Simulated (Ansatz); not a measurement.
A series of calculations on C4H5N

## 1. Relaxation

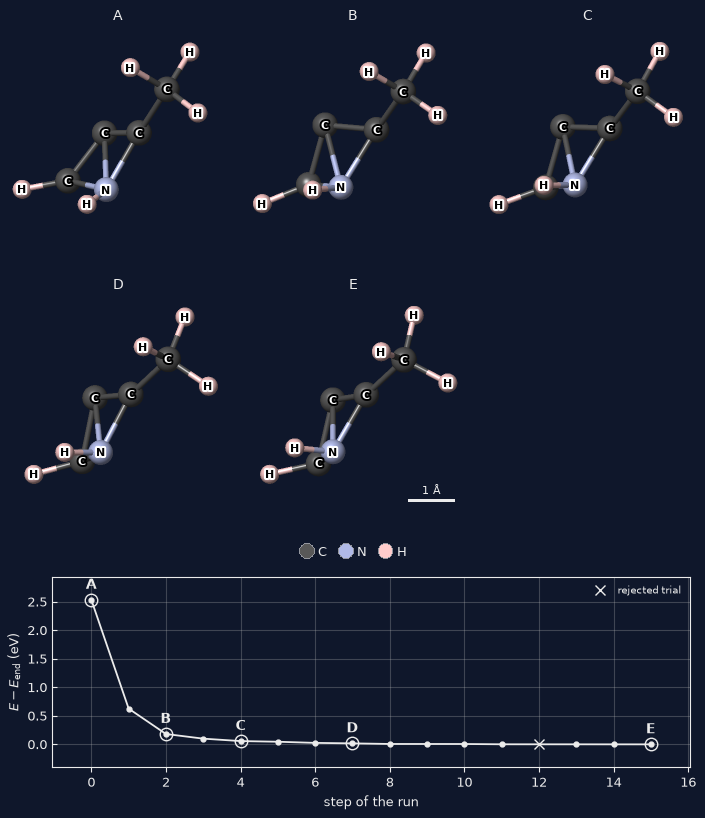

Frames of a relaxation of C₄H₅N, marked on the history of the run. The picture is a ball-and-stick view, seen from a free direction.

The run prepares an end point of a later path (hydrogen shift) calculation, from a guessed geometry.

Computed with Ansatz 0.2.0, RKS PBE0-D4/cc-pVDZ. (no spin polarisation; force threshold 0.02 eV/Å; at most 50 steps)

What happens along the run?

An H atom moves most after the best rigid fit: 0.83 Å. By element the largest moves are H 0.83 Å, C 0.48 Å, N 0.26 Å. Some distances before and after: C–C 1.199 → 1.343 Å, C–C 1.326 → 1.441 Å, C–N 1.609 → 1.678 Å, C–H 1.162 → 1.103 Å. Among the angles between lasting bonds that change: C–N–H 141.3° → 111.7°, N–C–H 138.3° → 110.8°, C–C–H 138.1° → 116.0°. The energy falls by 2.533 eV in 14 accepted moves (15 points after the start). The largest force component goes from 11 to 0.016 eV/Å. The line search rejected the trial step at point 12 of the run. The forces were under the threshold at step 13, but the run went on from there. From step 0 to 2: C and H atoms move most (0.38 Å), energy −2.352 eV. From step 2 to 4: a C atom moves most (0.14 Å), energy −0.124 eV. From step 4 to 7: C and H atoms move most (0.24 Å), energy −0.040 eV. From step 7 to 15: an H atom moves most (0.16 Å), energy −0.017 eV.

## 2. Relaxation

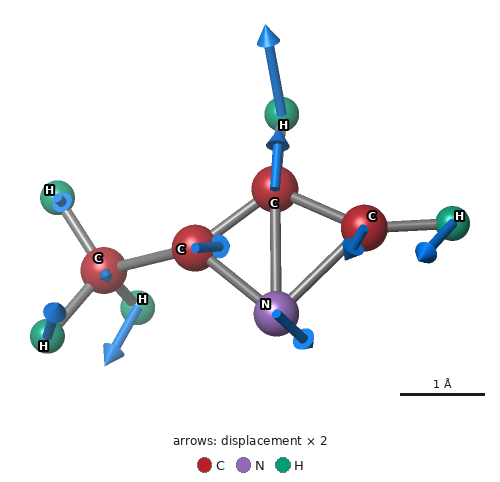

A relaxation of C₄H₅N. The starting structure is drawn; blue arrows show the displacements, magnified 2 times. The two geometries are superimposed by the best rigid fit.

A ball-and-stick model, seen at a tilt.

The run prepares an end point of a later path (hydrogen shift) calculation, from a guessed geometry.

Computed with RKS PBE0-D4/cc-pVDZ in Ansatz 0.2.0. Set-up: no spin polarisation; force threshold 0.02 eV/Å; at most 50 steps.

What happened in the run?

The energy falls by 604.2 kJ/mol in 14 accepted moves (15 points after the start). The largest force component goes from 16 to 0.0039 eV/Å. The line search rejected the trial step at point 14 of the run. An H atom moves most after the best rigid fit: 0.60 Å. By element the largest moves are H 0.60 Å, N 0.48 Å, C 0.42 Å. Near-neighbour distances that change, for instance: C–N 1.609 → 2.120 Å, C–C 1.326 → 1.533 Å, C–N 1.476 → 1.284 Å, C–C 1.199 → 1.340 Å. Among the angles between lasting bonds that change: C–C–C 119.0° → 84.1°, C–C–N 69.9° → 97.2°, C–C–H 119.5° → 139.1°.

## 3. Path

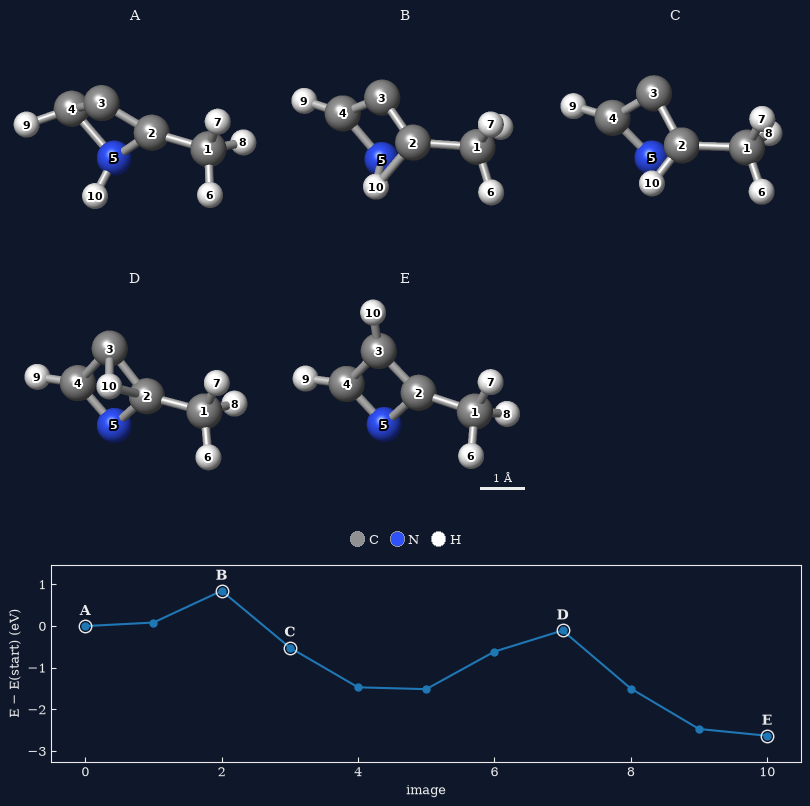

A nudged-elastic-band calculation for C₄H₅N. Images are numbered from 0 (start) to 10 (end). Frames A to E are images 0, 2, 3, 7, 10. The picture is a ball-and-stick view, seen at a tilt.

The calculation used Ansatz 0.2.0, RKS PBE0-D4/cc-pVDZ. Set-up: 9 movable images; climbing image; force threshold 0.05 eV/Å; iteration limit 60; starting path through a guess of the saddle point.

What happens along the path, and what is the barrier?

Answer. The path has more than one stage, and so few images may leave a stage unresolved. Breaking: N5–H10 (1.03 → 1.17 at the top → 3.21 Å). Forming: C3–H10 (2.27 → 2.06 at the top → 1.09 Å). The energy climbs by 0.85 eV to image 2 and then falls by 3.48 eV, so the end point sits at −2.63 eV. The band converged in 45 iterations. The largest component of the band force went from 54 to 0.031 eV/Å. The climbing image converged on the top of the path. Its vibrational analysis gives one imaginary mode (1074i cm⁻¹), as a transition state must have.

Cost: 23 min on 2 threads of Arm Neoverse N1 (shared host), peak memory 0.21 GiB.
